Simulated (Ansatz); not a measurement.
The calculation's input:

```
crystal:
  periodic: [false, false, false]
  atoms:
    - {symbol: C, position_ang: [2.232213, 0.426679, 1.372949]}
    - {symbol: F, position_ang: [1.751454, -3.979785, 0.611245]}
    - {symbol: O, position_ang: [2.049462, -0.944520, 1.147681]}
    - {symbol: O, position_ang: [0.477429, -1.929287, -1.057806]}
    - {symbol: O, position_ang: [-0.486406, -2.280500, 1.458482]}
    - {symbol: W, position_ang: [0.943514, -2.294406, 0.536926]}
    - {symbol: H, position_ang: [2.125816, 0.987886, 0.431003]}
    - {symbol: H, position_ang: [3.244254, 0.585497, 1.773520]}
    - {symbol: H, position_ang: [1.494514, 0.796256, 2.102771]}
basis:
  gaussian:
    orbitals: def2-SVPD
hamiltonian:
  xc: {name: PBE0}
output: {forces: true, orbitals: {seedname: orbitals}}
total_charge: 0
magnetization:
  spin_polarized: false
```

Launched as:

```sh
ansatz run input.yaml --threads 2 --pin off --max-ram 5220MiB --events-out events.jsonl --progress --plain --runs-dir runs
```

Geometry: PBE0-D4/def2-SVP; core potentials replace the inner electrons of W.

These are results of Ansatz 0.2.0, isolated molecule in a Gaussian basis; Kohn-Sham density functional theory, functional PBE0, not measurements.

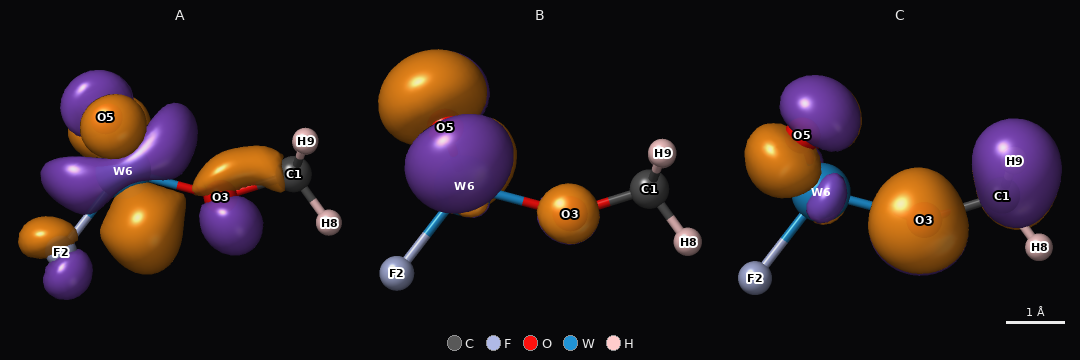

CH₃FO₃W (SMILES C[O][W](=[O])(=[O])[F]). Three frontier orbitals at ±0.1 Å⁻³ᐟ² (orange and purple are the two phases), in no order.

Which picture is the HOMO−1, the HOMO and the LUMO?

Answer. C is the HOMO−1 (−9.53 eV). Its weight (Hirshfeld) is mainly on O3 (about 40 %), O5 (about 15 %), O4 (about 15 %), C1 (about 10 %), H9 (about 5 %) and H7 (about 5 %). B is the HOMO (−9.22 eV). It lies mainly on O5 (about 45 %) and O4 (about 40 %); largely a combination of lone pairs on O5 and O4. A is the LUMO (−2.00 eV). Its weight (Hirshfeld) is mainly on W6 (about 60 %), O3 (about 10 %), O5 (about 10 %), O4 (about 10 %) and F2 (about 5 %).

What is the HOMO–LUMO gap?

Answer. 7.22 eV between the orbital energies.
